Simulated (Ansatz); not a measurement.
# What a change does: single-point calculation on AlH3ClF

System: AlH3ClF.
Method of the first run: RKS B3LYP-D4/def2-TZVPP (Ansatz 0.2.0).

The geometry comes from this level: PBE0-D4/def2-TZVP. Text and figures count atoms from 1; the logs count them from 0 in places.

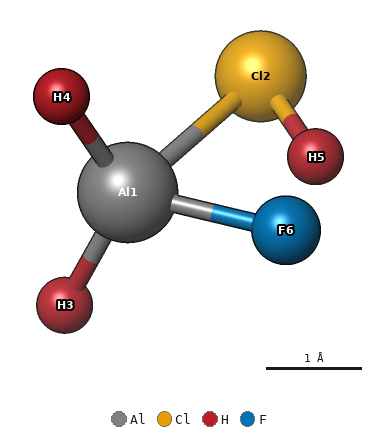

**Figure 1.** The structure (ball-and-stick view, seen at a tilt; atoms are numbered from 1 in the order of the input). Sticks mark near contacts. Bond lengths as drawn: Al–Cl 2.38 Å, Al–F 1.79 Å, Al–H 1.57 Å and Cl–H 1.47 Å.

The input, the first run:
```yaml
crystal:
  periodic: [false, false, false]
  atoms:
    - {symbol: Al, position_ang: [-0.644988, -0.081755, -0.156296]}
    - {symbol: Cl, position_ang: [1.425052, 1.035522, -0.531019]}
    - {symbol: H, position_ang: [-0.930427, -1.038705, -1.370953]}
    - {symbol: H, position_ang: [-1.641013, 0.917888, 0.537419]}
    - {symbol: H, position_ang: [1.306085, -0.011367, 0.497913]}
    - {symbol: F, position_ang: [0.485291, -0.821483, 1.022936]}
basis:
  gaussian: {orbitals: def2-TZVPP}
hamiltonian: {xc: {name: B3LYP}, dispersion: d4}
```

Launched with:
```bash
ansatz run in.yaml --threads 2 --pin off --events-out ev --progress --plain --max-ram 4352MiB
```

Hardware: 2 threads of Intel Xeon, 63 GiB of memory available, shared host.

Output (the first run):
```
Functional definition: B3LYP
  parameter a0 = 0.2
  parameter ax = 0.72
  parameter ac = 0.81
  exchange = (1 - a0 - ax)*slater_x + ax*b88_x + a0*exact_x
  correlation = (1 - ac)*vwn_rpa_c + ac*lyp_c
939 factors; their error is unknown
mean field evaluation 1: about -21888.2982 eV, gradient 3.5e1 eV
mean field evaluation 2: about -21885.5132 eV, gradient 5.9e1 eV
mean field evaluation 4: about -21890.1362 eV, gradient 1.5e0 eV
mean field evaluation 8: about -21890.1747 eV, gradient 2.1e-2 eV
mean field -21890.17466068 eV, -804.4490810868 hartree, gradient 7.0e-5 eV, S^2 0.000000; 0 other end points of the search recorded, 0 dependent functions left out
reference -21890.17490504 eV, -804.4490900668 hartree; 21, 21 occupied and 136, 136 virtual orbitals, 939 factors
Total energy: -21890.32841443 eV, -804.4547314328 hartree
```

For the second run the input was changed thus:
```diff
-    - {symbol: Al, position_ang: [-0.644988, -0.081755, -0.156296]}
-    - {symbol: Cl, position_ang: [1.425052, 1.035522, -0.531019]}
-    - {symbol: H, position_ang: [-0.930427, -1.038705, -1.370953]}
-    - {symbol: H, position_ang: [-1.641013, 0.917888, 0.537419]}
-    - {symbol: H, position_ang: [1.306085, -0.011367, 0.497913]}
-    - {symbol: F, position_ang: [0.485291, -0.821483, 1.022936]}
+    - {symbol: Al, position_ang: [-0.777539, -0.246030, -0.037222]}
+    - {symbol: Cl, position_ang: [1.436695, 1.057477, -0.549195]}
+    - {symbol: H, position_ang: [-0.975728, -1.000283, -1.409275]}
+    - {symbol: H, position_ang: [-1.680192, 0.939512, 0.482750]}
+    - {symbol: H, position_ang: [1.850872, 0.284834, 0.397060]}
+    - {symbol: F, position_ang: [0.145893, -1.035411, 1.115883]}
```

Predict how the results change.

With the same method and basis, the second run lies 5.3 kcal/mol lower.

Output (the second run):
```
Functional definition: B3LYP
  parameter a0 = 0.2
  parameter ax = 0.72
  parameter ac = 0.81
  exchange = (1 - a0 - ax)*slater_x + ax*b88_x + a0*exact_x
  correlation = (1 - ac)*vwn_rpa_c + ac*lyp_c
939 factors; their error is unknown
mean field evaluation 1: about -21887.7759 eV, gradient 4.1e1 eV
mean field evaluation 2: about -21882.2902 eV, gradient 7.6e1 eV
mean field evaluation 4: about -21890.3679 eV, gradient 1.2e0 eV
mean field evaluation 8: about -21890.4090 eV, gradient 2.3e-2 eV
mean field -21890.40895712 eV, -804.4576913220 hartree, gradient 7.1e-5 eV, S^2 0.000000; 0 other end points of the search recorded, 0 dependent functions left out
reference -21890.40920941 eV, -804.4577005934 hartree; 21, 21 occupied and 136, 136 virtual orbitals, 939 factors
Total energy: -21890.55855683 eV, -804.4631890100 hartree
```

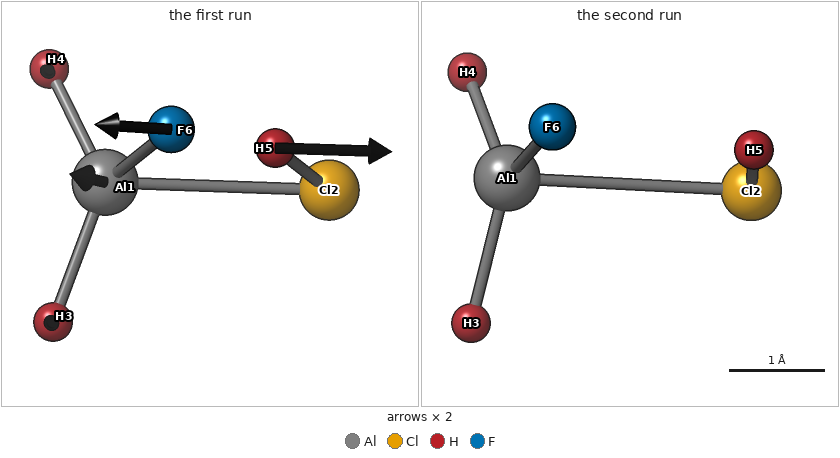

**Figure 2.** The two input geometries at one scale (ball-and-stick view, seen at a tilt). The black arrows on the first give the shifts of the atoms after the best rigid fit, magnified 2 times. The largest move after the best rigid fit is that of H5, 0.62 Å. Largest moves by element: H 0.62 Å, F 0.42 Å, Al 0.24 Å, Cl 0.03 Å. Among the contacts that change: Al1–Cl2 2.382 → 2.620 Å, Cl2–H5 1.473 → 1.290 Å, Al1–F6 1.793 → 1.675 Å, Al1–H3 1.572 → 1.578 Å.

The two runs side by side:

```csv
quantity,the first run,the second run
outcome,converged,converged
total energy (hartree),−804.454731,−804.463189
basis functions,157,157
wall time (shared host),1.4 s,1.3 s
```
